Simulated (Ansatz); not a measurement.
The figure comes from a scan of Al (fcc, Cu type): a phonon pattern at L = (0.5, 0.0, 0.0) is frozen into a 2-atom cell, Q being the largest atomic displacement. Level of theory: PBE (plane waves to 420 eV, PAW, scalar-relativistic; Ansatz, a quantum-chemistry and plane-wave program). k mesh 10×20×20 (Γ-centred), Fermi-Dirac smearing 0.05 eV. The energy includes the smearing's −TS. With partly filled bands, energies and forces of such displacements shift with the k mesh and the smearing. Al was relaxed with its symmetry unable to fall. The PAW data are Ansatz's earlier set. The zero of ΔE is the undisplaced structure.

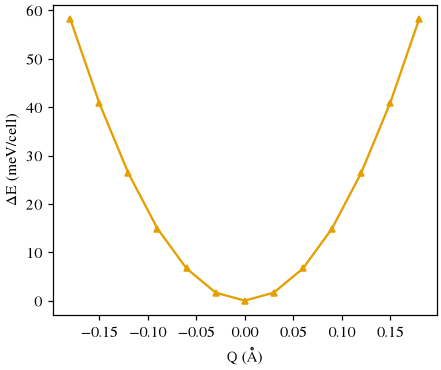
Fig. 1. ΔE (meV/cell) against Q (Å); computed points joined by lines.

### Question
List the plotted points as numbers.

### Answer
To the nearest 1:

| Q (Å) | ΔE (meV/cell) |
|---|---|
| -0.180 | 58 |
| -0.150 | 41 |
| -0.120 | 26 |
| -0.090 | 15 |
| -0.060 | 7 |
| -0.030 | 2 |
| 0.000 | 0 |
| 0.030 | 2 |
| 0.060 | 7 |
| 0.090 | 15 |
| 0.120 | 26 |
| 0.150 | 41 |
| 0.180 | 58 |

(A displaced cell: forces are minus the slopes of the energy, force constants its curvatures, and phonons follow from these.)
